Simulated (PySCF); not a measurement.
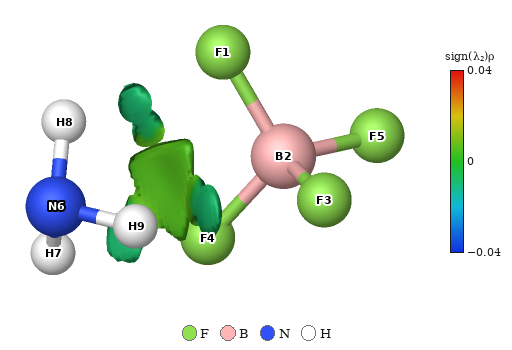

Figure. BF₄H₃N, charge −1, SMILES `F[B-](F)(F)F.N`. Non-covalent interaction surfaces between the fragments (reduced density gradient s = 0.5, coloured by sign(λ₂)ρ in a.u.; trimmed to the region between the fragments where ρ is under 0.06 a.u.). Fragment A: BF4(−1) (atoms 1–5); fragment B: NH3.

Method: r2SCAN/aug-cc-pVDZ; geometry: GFN2-xTB; program: PySCF.

> Interpret the surfaces between the fragments.

Bond critical points between the fragments: F1···H8, hydrogen bond, 2.51 Å, ρ = 0.009 a.u.; F3···H9, hydrogen bond, 2.51 Å, ρ = 0.009 a.u.; F4···H7, hydrogen bond, 2.51 Å, ρ = 0.009 a.u. All are weak and appear green, as weak hydrogen bonds do. Several contacts close a ring, whose ring point adds a part with positive λ₂ between them. The pose is a local one from a semi-empirical search, not shown to be the most stable. With a charged fragment, long-range electrostatics, which these surfaces don't show, weighs heavily in the interaction energy.

> How strongly are they bound?

The counterpoise-corrected interaction energy of the frozen fragments is −7.5 kcal/mol without dispersion correction and −7.9 kcal/mol with D3(BJ). The pair geometry is semi-empirical, not a minimum at this level.
